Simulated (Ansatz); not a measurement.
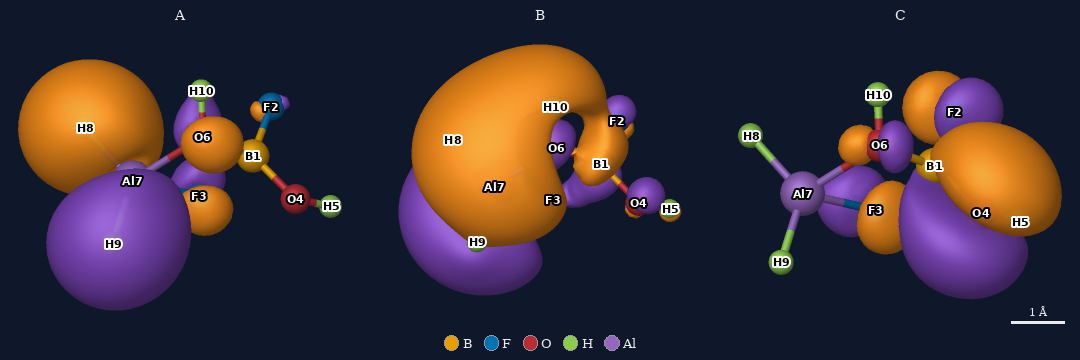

AlBF$_{2}$H$_{4}$O$_{2}$. Three frontier orbitals at ±0.06 Å⁻³ᐟ² (orange and purple are the two phases), in no order.

These are results of Ansatz 0.2.0, RKS PBE-D4/def2-SVP, not measurements.

```xyz
10

B    -0.3649    0.1615    0.5060
F    -0.2459   -1.1247    0.9303
F     1.2460    0.6888    0.3605
O    -1.0295    0.4870   -0.6478
H    -0.9282   -0.2024   -1.3262
O    -0.6537    1.1214    1.6330
Al    1.0845    1.9627    1.6610
H     1.7981    1.5364    3.0213
H     1.0553    3.4200    1.0321
H    -0.9612    0.6349    2.4210
```

Order the three orbitals by energy and name them.

Answer. C is the HOMO−1 (−7.60 eV). It lies mainly on O4 (about 75 %), F2 (about 5 %) and F3 (about 5 %); largely a lone pair of O4. A is the HOMO (−7.04 eV). Its weight (Hirshfeld) is mainly on Al7 (about 35 %), H8 (about 30 %) and H9 (about 30 %). B is the LUMO (−0.91 eV). Its weight (Hirshfeld) is mainly on Al7 (about 60 %), O6 (about 10 %) and H10 (about 10 %).

What is the HOMO–LUMO gap?

Answer. 6.13 eV between the orbital energies.
